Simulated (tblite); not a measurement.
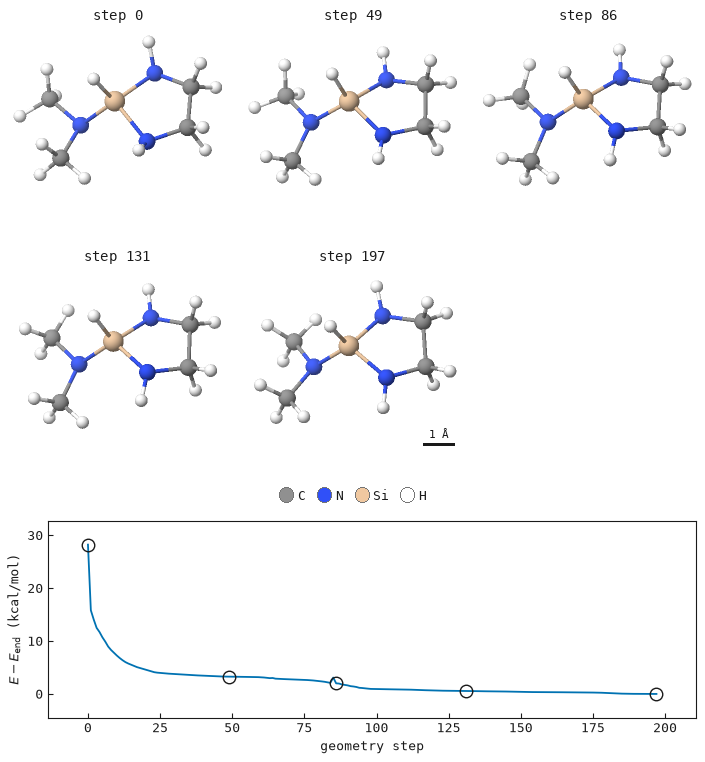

Frames of a relaxation of C4H13N3Si, marked on the history of the run. A ball-and-stick model, seen at a tilt.

These are results of GFN2-xTB geometry optimisation, gas phase in tblite, not measurements. 

Describe the path.

Over 197 geometry steps the energy falls by 28.2 kcal/mol. An H atom moves most after the best rigid fit: 1.54 Å. Largest moves by element: H 1.54 Å, N 0.37 Å, C 0.34 Å, Si 0.33 Å. Some distances before and after: N–Si 1.810 → 1.719 Å, C–C 1.463 → 1.525 Å, N–Si 1.781 → 1.721 Å, H–N 1.055 → 1.006 Å. Bond angles that change, for instance: Si–N–H 106.8° → 122.6°, Si–N–H 112.8° → 124.9°, C–N–Si 105.9° → 117.2°. Groups turn about C–N by about 30°, C–C by about 25°, N–Si by about 25°. The run took 5.9 s on 1 thread of Intel(R) Xeon(R) Processor @ 2.50GHz, on a shared host. From step 0 to 49: an H atom moves most (0.75 Å), energy −25.0 kcal/mol. From step 49 to 86: H atoms move most (0.48 Å), energy −1.26 kcal/mol. From step 86 to 131: an H atom moves most (0.57 Å), energy −1.44 kcal/mol. From step 131 to 197: an H atom moves most (0.65 Å), energy −0.57 kcal/mol.
